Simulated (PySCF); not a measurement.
**C$_{2}$H$_{6}$Si, triplet, SMILES `C[Si]C`: what the electrons do**

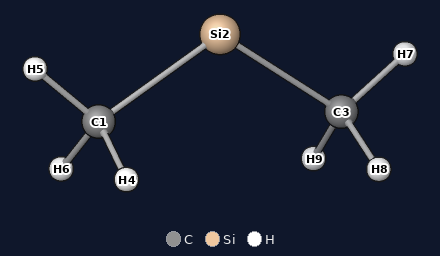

The molecule, with its atoms numbered as below. No frequency check shows the geometry to be a minimum.

Cartesian coordinates (Å):

```
C1       1.6358    0.3974    0.0005
Si2     -0.0000   -0.5969    0.0000
C3      -1.6358    0.3974   -0.0005
H4       1.6995    1.0323    0.8815
H5       2.4902   -0.2701   -0.0024
H6       1.7000    1.0322   -0.8805
H7      -2.4902   -0.2701    0.0024
H8      -1.6999    1.0323    0.8805
H9      -1.6994    1.0323   -0.8815
```

### 1. Bonding charge

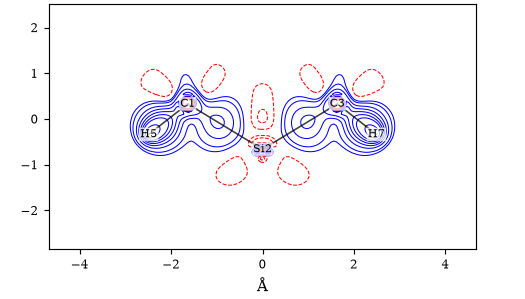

Deformation density (molecule less spherical, spin-averaged free atoms) in the plane of C1, Si2, C3, H5 and H7; contours at ±0.05 to ±0.8 e/Å³; solid blue lines: gain, dashed red lines: loss.

Computed with PySCF, CAM-B3LYP/def2-TZVP, geometry: GFN2-xTB. The stability of the open-shell solution wasn't checked. This spin state may not be the molecule's ground state. GFN2-xTB doesn't know the spin state, so this open-shell geometry is rough.

> Describe the bonding that the map shows.

C1–H5 and C3–H7: +0.71 e/Å³ at the bond critical point (bond length 1.08 Å, Mayer order 1.0). Si2–C3 and C1–Si2: +0.18 e/Å³ at the bond critical point (bond length 1.91 Å, Mayer order 0.9). In all, 2.0 electrons gather in the regions of gain relative to the promolecule.

> Where do the Hirshfeld charges lie?

The highest Hirshfeld charge is on Si2 (+0.18 e), the lowest on C1 and C3 (−0.22 e).

```csv
atom,charge (e)
C1,−0.22
Si2,+0.18
C3,−0.22
H4,+0.04
H5,+0.04
H6,+0.04
H7,+0.04
H8,+0.04
H9,+0.04
```

### 2. Bond critical points

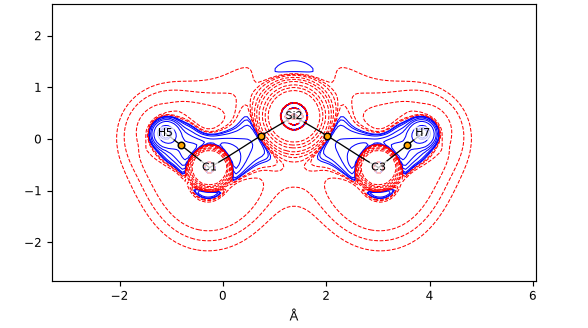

Negative Laplacian of the density (−∇²ρ) in the plane of C1, Si2, C3, H5 and H7 (solid blue lines positive, dashed red lines negative, contours at ±0.02 to ±8 a.u.), with bond paths and bond critical points (dots).

> At which bond critical points in this plane is charge locally concentrated, and at which depleted?

Concentrated (∇²ρ < 0): C1–H5 and C3–H7 (−0.95 a.u.). Depleted (∇²ρ > 0): Si2–C3 and C1–Si2 (+0.12 a.u., H = −0.069). A positive Laplacian with clearly negative H marks a strongly polar covalent bond, whose critical point lies close to the core of the less electronegative atom.

> Where along C1–H5 does the critical point lie?

0.70 Å from C1 and 0.39 Å from H5.

### 3. Local ionisation energy

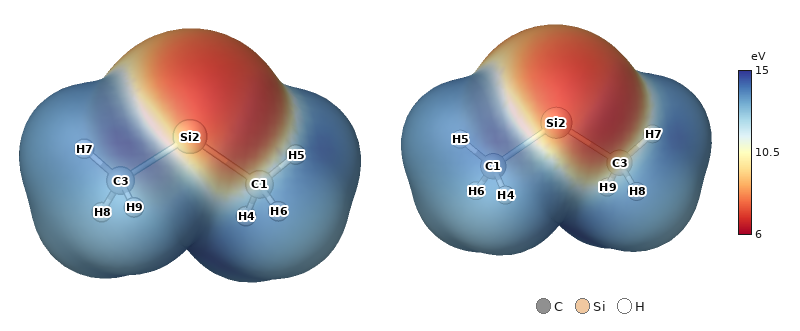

Average local ionisation energy on the surface of electron density 0.001 a.u. (back view left, front view right).

> Locate the minima of the map.

The lowest value is 6.6 eV, 2.5 Å from Si2, and at like points elsewhere. Further minima include 12.7 eV, 1.4 Å from H9, and at like points elsewhere. For comparison, the highest occupied orbital lies at −5.7 eV.

### 4. Spin density

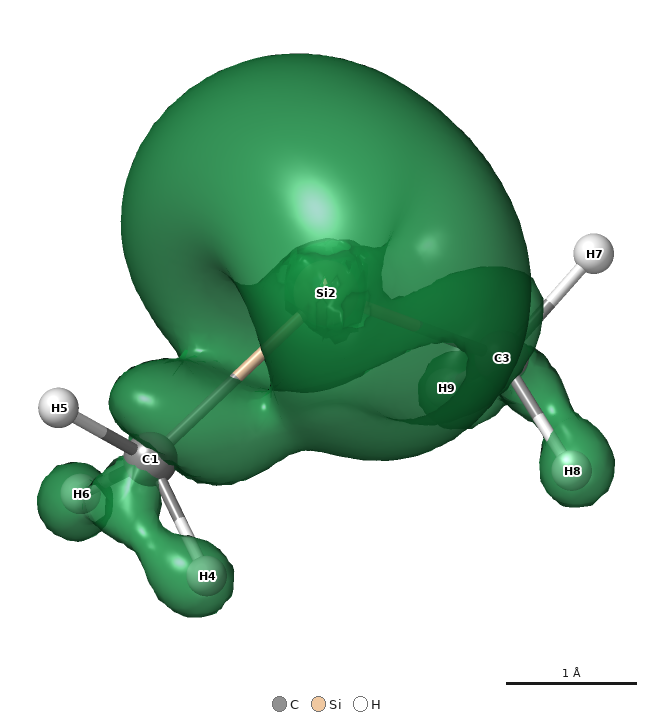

Spin density ρα − ρβ at ±0.03 e/Å³ (green: excess α, purple: excess β).

> How is the spin shared among the atoms?

Hirshfeld spin populations: Si2 +1.57 and C1 and C3 +0.14. ⟨S²⟩ = 2.00, as for a pure state.

### 5. In an electric field

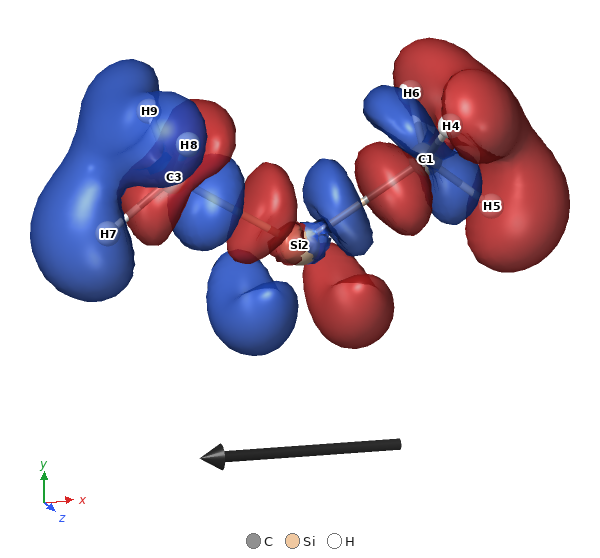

Change of the electron density in a uniform field of 0.21 V/Å along −x (arrow), surfaces at ±0.0015 e/Å³ (red: gain, blue: loss).

Method: PBE/def2-SVP; geometry: GFN2-xTB; program: PySCF. A basis without diffuse functions makes polarisabilities too small. The stability of the open-shell solution wasn't checked. This spin state may not be the molecule's ground state. GFN2-xTB doesn't know the spin state, so this open-shell geometry is rough.

The field was applied in both directions; the picture shows the one opposite to the script's first.

> How large is the response?

The induced dipole is 0.62 D (along the field); α along this axis, from the fields in both directions, is 61 bohr³ (9.0 Å³).

The PySCF runs shown took 31 s and 38 s on 1 thread of Arm Neoverse V1, with other jobs on the host.
